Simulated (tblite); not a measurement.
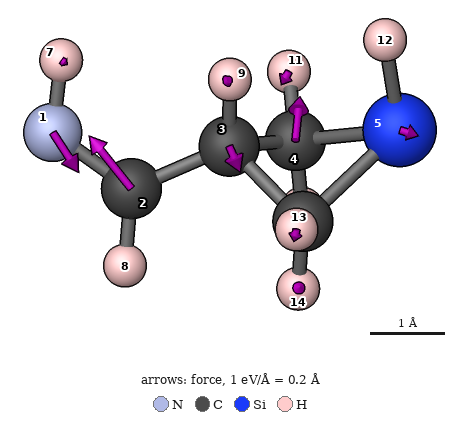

Starting geometry of C4H8NSi (multiplicity 2) with the computed forces as purple arrows. Style: ball-and-stick. Shown face on.

The calculation used tblite, GFN2-xTB geometry optimisation, gas phase. 

**Is this structure relaxed? If not, where do the atoms go?**

It isn't relaxed: the largest force vector, on a C atom, is 4.73 eV/Å. The final displacements have little in common with the starting forces (cosine between the two patterns 0.17). The energy falls by 31.8 kcal/mol in 93 geometry steps. An H atom moves most after the best rigid fit: 1.32 Å. Largest moves by element: H 1.32 Å, Si 0.54 Å, N 0.48 Å, C 0.39 Å. Among the contacts that change: C–C 2.078 → 2.380 Å, C–N 1.319 → 1.254 Å, C–Si 1.886 → 1.920 Å, C–H 1.118 → 1.089 Å. Among the angles between lasting bonds that change: C–C–C 85.9° → 100.7°, C–Si–C 66.9° → 76.6°, H–C–H 117.0° → 107.5°. Groups turn about C–C by about 20°.
